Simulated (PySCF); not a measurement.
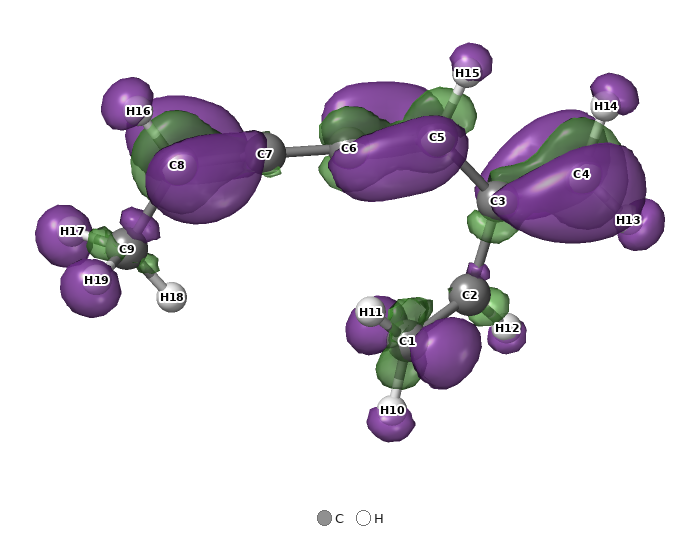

C$_{9}$H$_{10}$, SMILES `C=CC(=C)C=C=C=CC`. Fukui function f⁻ = ρ(N) − ρ(N−1) at fixed geometry, surfaces at ±0.02 e/Å³ (purple positive, green negative).

Computed with PySCF, r2SCAN/def2-SVP, geometry: GFN2-xTB. No frequency check shows the geometry to be a minimum.

The calculation's input:

```python
import numpy as np
from pyscf import gto, scf, dft
from pyscf.scf import atom_ks, atom_hf
from scipy.linalg import block_diag

def solve(mol, dm0=None, hcore=None):
    mf = (dft.UKS if mol.spin else dft.RKS)(mol, xc='r2scan')
    mf.grids.level = 3
    mf = mf.density_fit(auxbasis='def2-universal-jkfit')
    mf.conv_tol, mf.max_cycle = 1e-8, 80
    if hcore is not None:
        mf.get_hcore = lambda *args: hcore
    mf.kernel(dm0)
    if not mf.converged:
        mf = mf.newton().run(mf.mo_coeff, mf.mo_occ, max_cycle=30)
    assert mf.converged, 'SCF not converged'
    return mf

mol = gto.M(atom='''
C      0.65815    -1.84768     0.42428
C      1.68671    -1.24904    -0.15924
C      2.01942     0.17410    -0.07121
C      3.29405     0.56507    -0.23477
C      0.99427     1.16854     0.18144
C     -0.31044     0.97047     0.12643
C     -1.55944     0.85854     0.07994
C     -2.85810     0.66513     0.01871
C     -3.48542    -0.65540    -0.28637
H      0.50172    -2.90948     0.32866
H     -0.05519    -1.31073     1.02477
H      2.39781    -1.84172    -0.72247
H      4.07987    -0.14217    -0.43824
H      3.58634     1.59900    -0.16163
H      1.35321     2.17185     0.38503
H     -3.53414     1.49279     0.19567
H     -4.13414    -0.56882    -1.15865
H     -2.72736    -1.41023    -0.48086
H     -4.10337    -0.97886     0.55252
''', basis='def2-svp', charge=0, spin=0, verbose=4)
mf = solve(mol)
out = dict(e0=mf.e_tot, dm0=mf.make_rdm1(), c=mf.mo_coeff, occ=mf.mo_occ, eps=mf.mo_energy)
for name, dq, spin in [('cation', 1, 1), ('anion', -1, 1)]:
    ion = mol.copy().set(charge=mol.charge + dq, spin=spin).build()
    mi = solve(ion)
    if spin and dq > 0 and mol.nao < 130:
        c, _, stable, _ = mi.stability(return_status=True)
        if not stable:
            mi = solve(ion, mi.make_rdm1(c, mi.mo_occ))
    print(name, 'vertical energy change / eV', (mi.e_tot - mf.e_tot) * 27.211386)
    out.update({'e_' + name: mi.e_tot, 'dm_' + name: mi.make_rdm1(), 's2_' + name: mi.spin_square()[0], 'eps_' + name: mi.mo_energy, 'occ_' + name: mi.mo_occ})
# spherically averaged free atoms, for the promolecule
atm = atom_ks.get_atm_nrks(mol, xc='r2scan')
pro = block_diag(*[(atm[a[0]][2] * atm[a[0]][3]) @ atm[a[0]][2].T for a in mol._atom])
np.savez('result.npz', pro=pro, **out)
```

Command:

```sh
OMP_NUM_THREADS=1 python input.py
```

The run took 14 min on 1 thread of AMD EPYC (Zen 3), on a shared host, peak memory 0.9 GiB.

Partitions, critical points and surface values were worked out afterwards from this run's density.

**Which atoms respond most to the removal of an electron?**

f⁻ (Hirshfeld-condensed) is largest on C4 (0.14) and C8 (0.12); the vertical ionisation energy is 7.57 eV (the stability of the cation's solution wasn't checked). Condensed values hint at sites of electrophilic attack but needn't mark the atom that reacts. Shares this close don't rank the sites. Orbital relaxation makes it negative in places (0.20 e in all).

```csv
atom,f⁻,charge
C1,+0.07,−0.09
C2,+0.03,−0.04
C3,+0.05,+0.01
C4,+0.14,−0.09
C5,+0.07,−0.04
C6,+0.07,−0.03
C7,+0.07,−0.04
C8,+0.12,−0.02
C9,+0.03,−0.10
H10,+0.04,+0.04
H11,+0.02,+0.03
H12,+0.03,+0.04
H13,+0.05,+0.04
H14,+0.05,+0.04
H15,+0.03,+0.05
H16,+0.05,+0.05
H17,+0.04,+0.05
H18,+0.01,+0.04
H19,+0.04,+0.05
```
